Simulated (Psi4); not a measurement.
# quartet AlNH3S: levels of theory compared

Wanted: a comparison of 3 runs (UHF/STO-3G, UHF/3-21G, UB3LYP/6-31G*) of quartet AlNH3S. 

Program for the calculation: Psi4 1.11.

### Step 1. The system as given

The species is AlNH3S (6 atoms), meant as a quartet with charge 0. SMILES of the parent species: `[NH2][Al][SH]`. The coordinates come from a PBE0-D4/def2-TZVP relaxation. This is one conformer, not always the lowest. That shape belongs to the parent species and isn't relaxed for this state.

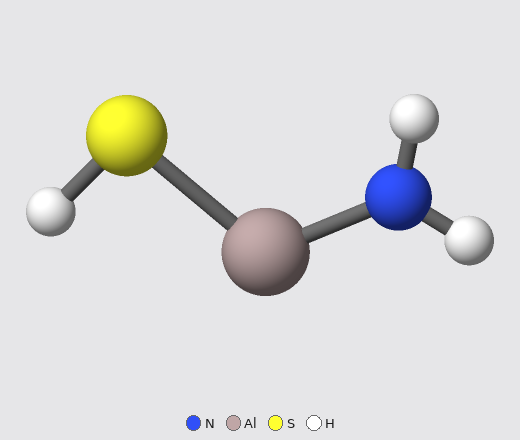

Viewed from a chosen angle; nitrogen blue, aluminium light grey, sulfur yellow, hydrogen white.

### Step 2. A single-point energy at UHF/STO-3G (run 1)

Contents of alh3ns.json:

```json
{
 "schema_name": "qcschema_input",
 "schema_version": 1,
 "molecule": {
  "schema_name": "qcschema_molecule",
  "schema_version": 2,
  "symbols": ["N", "Al", "S", "H", "H", "H"],
  "geometry": [-1.71870591, 0.37170913, -1.8464514, 0.27004186, -1.5000646, 0.08579357, 2.59289322, 0.58241359, 2.85688796, -1.85325441, 2.27126183, -1.76368139, -2.87861981, -0.31822988, -3.18740105, 3.66739149, -1.52803254, 3.76754697],
  "molecular_charge": 0,
  "molecular_multiplicity": 4,
  "fix_symmetry": "c1",
  "fix_com": true,
  "fix_orientation": true
 },
 "driver": "energy",
 "model": {
  "method": "scf",
  "basis": "STO-3G"
 },
 "keywords": {
  "reference": "uhf",
  "puream": true,
  "e_convergence": 1e-09,
  "d_convergence": 1e-08,
  "scf_type": "pk",
  "maxiter": 200,
  "scf_properties": ["QUADRUPOLE", "DIPOLE", "LOWDIN_CHARGES"]
 }
}
```

Started as:

```
psi4 --qcschema alh3ns.json -n 1 --memory 1600MB
```

stdout:

```text
[...]
  Running in c1 symmetry.
[...]
  Nuclear repulsion =  122.153682967939204
[...]
  Multiplicity = 4
[...]
  Nalpha       = 21
  Nbeta        = 18
[...]
    Number of basis functions: 26
[...]
   @UHF iter   1:  -687.37035390858637   -1.92089e+00   9.88798e-03 ADIIS/DIIS
[...]
   @UHF iter  14:  -687.43519207987913   -1.02318e-12   8.89679e-09 DIIS
[...]
   @S^2 Observed:                3.754086716E+00
[...]
    Orbital Energies [Eh]
    ---------------------
    Alpha Occupied:
       1A    -90.870373     2A    -57.545662     3A    -15.075808
       4A     -8.770984     5A     -6.419612     6A     -6.398151
       7A     -6.395750     8A     -4.529229     9A     -2.774103
      10A     -2.750534    11A     -2.741825    12A     -0.998123
      13A     -0.917255    14A     -0.543852    15A     -0.474636
      16A     -0.458711    17A     -0.455032    18A     -0.359541
      19A     -0.221950    20A     -0.152125    21A      0.051447
    Alpha Virtual:
      22A      0.401054    23A      0.535451    24A      0.676879
      25A      0.881301    26A      0.895134
[...]
  @UHF Final Energy:  -687.43519207987913
   => Energetics <=
    Nuclear Repulsion Energy =            122.1536829679392042
    One-Electron Energy =               -1202.7594078045915467
    Two-Electron Energy =                 393.1705327567732411
    Total Energy =                       -687.4351920798791298
  UHF NO Occupations:
  HONO-2 :   19  A 1.0000000
  HONO-1 :   20  A 1.0000000
[...]
 Multipole Moments:
 ------------------------------------------------------------------------------------
     Multipole            Electronic (a.u.)      Nuclear  (a.u.)        Total (a.u.)
 ------------------------------------------------------------------------------------
 L = 1.  Multiply by 2.5417464519 to convert [e a0] to [Debye]
 Dipole X            :        -30.5613945           31.9014116            1.3400171
 Dipole Y            :          6.9647153           -7.1552590           -0.1905438
 Dipole Z            :        -31.2858583           32.7168285            1.4309702
 Magnitude           :                                                    1.9696772
 L = 2.  Multiply by 1.3450342976 to convert [e a0^2] to [Debye ang]
 Quadrupole XX       :       -172.0172094          154.3659322          -17.6512772
 Quadrupole XY       :         -6.2545977            5.5270695           -0.7275283
[...]
```

The result, in JSON:

```text
{
 "driver": "energy",
 "model": {
  "method": "scf",
  "basis": "STO-3G"
 },
 "success": true,
 "return_result": -687.4351920798791,
 "properties": {
  "calcinfo_nbasis": 26,
  "calcinfo_nmo": 26,
  "calcinfo_nalpha": 21,
  "calcinfo_nbeta": 18,
  "calcinfo_natom": 6,
  "nuclear_repulsion_energy": 122.1536829679392,
  "return_energy": -687.4351920798791,
  "scf_one_electron_energy": -1202.7594078045915,
  "scf_two_electron_energy": 393.17053275677324,
  "scf_dipole_moment": [1.340017110439657, -0.19054377982478155, 1.430970157343424],
  "scf_total_energy": -687.4351920798791,
  "scf_iterations": 14
 }
}
```

It took 1.7 s on 1 thread of Intel Xeon 6975P-C (Granite Rapids), shared host; peak memory 0.18 GiB.

### Step 3. The energy at UHF/3-21G (run 2)

Contents of job.py:

```python
import psi4

psi4.set_memory('1600 MB')
psi4.set_num_threads(1)
psi4.set_output_file('alh3ns.out', False)

m = psi4.geometry("""
0 4
N
Al 1 1.770351
S 2 2.208091 1 115.80184
H 1 1.00867 2 125.06116 3 0.00204
H 1 1.006767 4 110.42426 2 179.98796
H 3 1.342675 2 93.3814 1 -179.98624
units angstrom
symmetry c1
""")

options = {'reference': 'uhf', 'puream': True, 'e_convergence': 1e-09, 'd_convergence': 1e-08, 'scf_type': 'pk', 'maxiter': 200}
psi4.set_options(options)

e, wfn = psi4.energy('scf/3-21G', return_wfn=True)
psi4.oeprop(wfn, 'LOWDIN_CHARGES', 'MULLIKEN_CHARGES', 'DIPOLE')
print(f'total energy {e:.8f} hartree = {e * 27.211386:.5f} eV')
```

Started as:

```
python job.py
```

alh3ns.out:

```text
[...]
  Running in c1 symmetry.
[...]
  Nuclear repulsion =  122.153679483357877
[...]
  Multiplicity = 4
[...]
  Nalpha       = 21
  Nbeta        = 18
[...]
    Number of basis functions: 41
[...]
   @UHF iter   1:  -691.79747585986195   -4.70689e-01   1.06956e-02 DIIS/ADIIS
[...]
   @UHF iter  17:  -691.90650094656974    3.41061e-13   4.31607e-09 DIIS
[...]
   @S^2 Observed:                3.761007331E+00
[...]
    Orbital Energies [Eh]
    ---------------------
    Alpha Occupied:
       1A    -91.397293     2A    -58.033787     3A    -15.470066
       4A     -9.000029     5A     -6.684715     6A     -6.671205
       7A     -6.669826     8A     -4.848165     9A     -3.152352
      10A     -3.151234    11A     -3.149093    12A     -1.138152
      13A     -1.078459    14A     -0.654499    15A     -0.632204
      16A     -0.591829    17A     -0.527695    18A     -0.524910
      19A     -0.465763    20A     -0.311560    21A     -0.156518
    Alpha Virtual:
      22A      0.111424    23A      0.150274    24A      0.162971
      25A      0.313657    26A      0.328422    27A      0.336349
[...]
  @UHF Final Energy:  -691.90650094656974
   => Energetics <=
    Nuclear Repulsion Energy =            122.1536794833578767
    One-Electron Energy =               -1201.1017228859614079
    Two-Electron Energy =                 387.0415424560338806
    Total Energy =                       -691.9065009465697358
  UHF NO Occupations:
  HONO-2 :   19  A 1.0000000
  HONO-1 :   20  A 1.0000000
[...]
 Multipole Moments:
 ------------------------------------------------------------------------------------
     Multipole            Electronic (a.u.)      Nuclear  (a.u.)        Total (a.u.)
 ------------------------------------------------------------------------------------
 L = 1.  Multiply by 2.5417464519 to convert [e a0] to [Debye]
 Dipole X            :          0.0001132           -0.0001126            0.0000005
 Dipole Y            :         -0.9194645            0.2013848           -0.7180796
 Dipole Z            :          2.4707000           -2.3883634            0.0823367
 Magnitude           :                                                    0.7227847
[...]
  Mulliken Charges: (a.u.)
   Center  Symbol    Alpha    Beta     Spin     Total
       1     N     4.22177  3.75817  0.46360 -0.97994
       2    AL     7.26133  5.48327  1.77807  0.25540
       3     S     8.48660  7.58679  0.89980 -0.07339
       4     H     0.32337  0.34985 -0.02648  0.32678
       5     H     0.30867  0.34778 -0.03911  0.34354
       6     H     0.39825  0.47414 -0.07589  0.12761
   Total alpha = 21.00000, Total beta = 18.00000, Total charge = -0.00000
  Lowdin Charges: (a.u.)
   Center  Symbol    Alpha    Beta     Spin     Total
[...]
```

The script printed:

```text
total energy -691.90650095 hartree = -18827.73487 eV
```

It took 1.6 s on 1 thread of Intel Xeon 6975P-C (Granite Rapids), shared host; peak memory 0.18 GiB.

### Step 4. Energy and gradient at UB3LYP/6-31G(d) (Cartesian functions) (run 3)

Contents of calc.inp:

```
memory 1600 MB

molecule {
  0 4
  N     -1.71870591     0.37170913    -1.84645140
  Al     0.27004186    -1.50006460     0.08579357
  S      2.59289322     0.58241359     2.85688796
  H     -1.85325441     2.27126183    -1.76368139
  H     -2.87861981    -0.31822988    -3.18740105
  H      3.66739149    -1.52803254     3.76754697
  units au
  symmetry c1
}

set reference uks
set puream false
set e_convergence 1e-09
set d_convergence 1e-08
set scf_type pk
set dft_radial_points 99
set dft_spherical_points 590
set maxiter 200

gradient('b3lyp/6-31G*')
```

Started as:

```
psi4 -i calc.inp -o calc.out -n 1
```

calc.out, cut to the lines that bear on the results:

```text
[...]
  Running in c1 symmetry.
[...]
  Nuclear repulsion =  122.153682967939204
[...]
  Multiplicity = 4
[...]
  Nalpha       = 21
  Nbeta        = 18
[...]
    Number of basis functions: 59
[...]
   @UKS iter   1:  -696.63723981464705    9.25821e-02   1.50063e-02 DIIS/ADIIS
[...]
   @UKS iter  17:  -697.03679831838758   -3.63798e-12   4.00711e-09 DIIS
[...]
   @S^2 Observed:                3.754844703E+00
[...]
  @UKS Final Energy:  -697.03679831838758
   => Energetics <=
    Nuclear Repulsion Energy =            122.1536829679392042
    One-Electron Energy =               -1205.8173665629683455
    Two-Electron Energy =                 428.8502549856867176
    DFT Exchange-Correlation Energy =     -42.2233697090450519
    Empirical Dispersion Energy =           0.0000000000000000
    VV10 Nonlocal Energy =                  0.0000000000000000
    Total Energy =                       -697.0367983183875822
[...]
 Multipole Moments:
 ------------------------------------------------------------------------------------
     Multipole            Electronic (a.u.)      Nuclear  (a.u.)        Total (a.u.)
 ------------------------------------------------------------------------------------
 L = 1.  Multiply by 2.5417464519 to convert [e a0] to [Debye]
 Dipole X            :          0.9647597           -1.4863442           -0.5215845
 Dipole Y            :         -0.3473221            1.1701747            0.8228526
 Dipole Z            :          1.0050102           -1.4718384           -0.4668283
 Magnitude           :                                                    1.0803080
[...]
  -Total Gradient:
     Atom            X                  Y                   Z
    ------   -----------------  -----------------  -----------------
       1        0.028630758925    -0.039487545360     0.026304559528
       2       -0.021535044516     0.067784124680    -0.015197449210
       3       -0.013469696167    -0.025588742875    -0.017698639055
       4        0.002302627744    -0.010224757610     0.001269135938
       5        0.005609702779     0.003899261350     0.006554236356
       6       -0.001545502221     0.003633581862    -0.001237711243
[...]
```

Wall time 16 s (1 thread of Intel Xeon 6975P-C (Granite Rapids), shared host); peak memory 0.72 GiB.

### Step 5. Overview of the runs

```csv
run,level,task,Cartesian functions,energy (Eh),dipole moment (D),⟨S²⟩,wall time
1,UHF/STO-3G,energy,no,-687.435192,5.01,3.754,1.7 s
2,UHF/3-21G,energy,no,-691.906501,1.84,3.761,1.6 s
3,UB3LYP/6-31G* (Cartesian functions),gradient,yes,-697.036798,2.75,3.755,16 s
```

### Step 6. What came out

| quantity | value |
| --- | --- |
| run 3: total energy | -697.03680 Eh |
| run 3: dipole moment | 2.75 D |
| run 3: HOMO energy (highest over α and β) | -2.18 eV |
| run 3: ⟨S²⟩ | 3.755 |
| run 3: largest force on an atom | 3.740 eV/Å |

**Reading.** The dipole moment (its size) runs from 1.84 D (UHF/3-21G) to 5.01 D (UHF/STO-3G). In run 1 the basis is minimal, so the values are rough. All runs together took 19 s, the longest 16 s.
